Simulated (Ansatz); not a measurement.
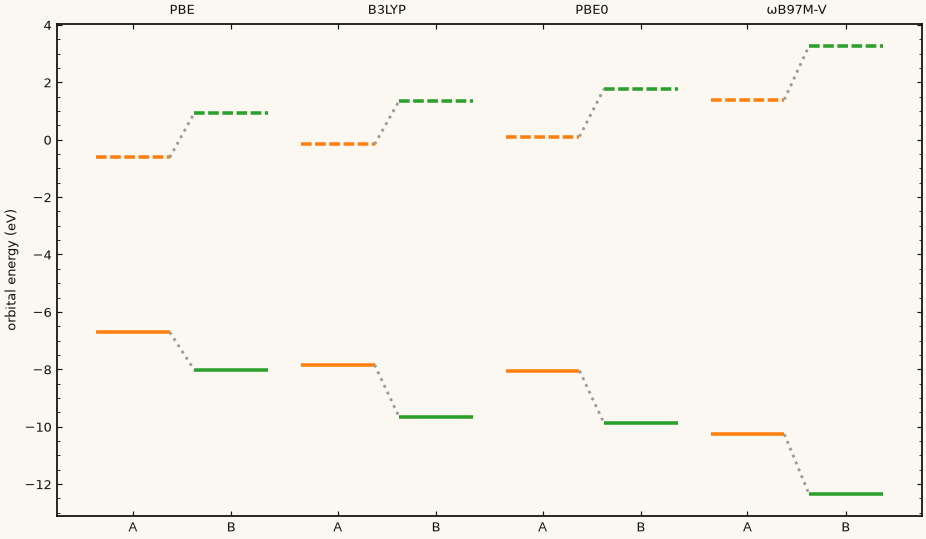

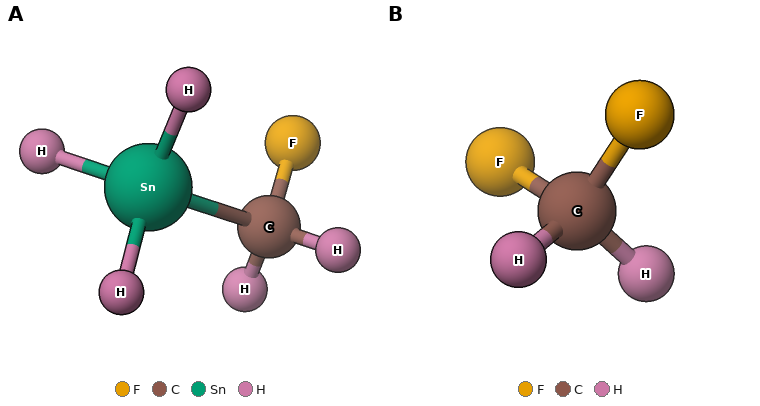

One change: A, CH₅FSn (SMILES F[CH2][SnH3]), becomes B, CH₂F₂ (SMILES FCF). SnH₃ on C is replaced by F. HOMO (solid) and LUMO (dashed) computed in def2-TZVPP at PBE0-D4/def2-TZVP geometries, both minima by their frequencies, gas phase, the Ansatz code 0.2.0. Empty levels above zero depend strongly on the basis.

Question: What does the change do to HOMO and LUMO?

Answer: PBE: the HOMO falls by 1.33 eV, the LUMO rises by 1.55 eV, and the separation goes from 6.09 to 8.97 eV. B3LYP: the HOMO falls by 1.82 eV, the LUMO rises by 1.52 eV, and the separation goes from 7.68 to 11.03 eV. PBE0: the HOMO falls by 1.83 eV, the LUMO rises by 1.67 eV, and the separation goes from 8.16 to 11.66 eV. ωB97M-V: the HOMO falls by 2.08 eV, the LUMO rises by 1.86 eV, and the separation goes from 11.66 to 15.60 eV.

Question: Do the functionals agree on the effect?

Answer: They agree on the direction for both levels; the HOMO shift lies between −2.08 and −1.33 eV and the LUMO shift between 1.52 and 1.86 eV, while the separations themselves differ by up to 6.6 eV between functionals.

Caveats: core potentials past krypton; spin-orbit coupling is left out, and with Sn it can shift these values.
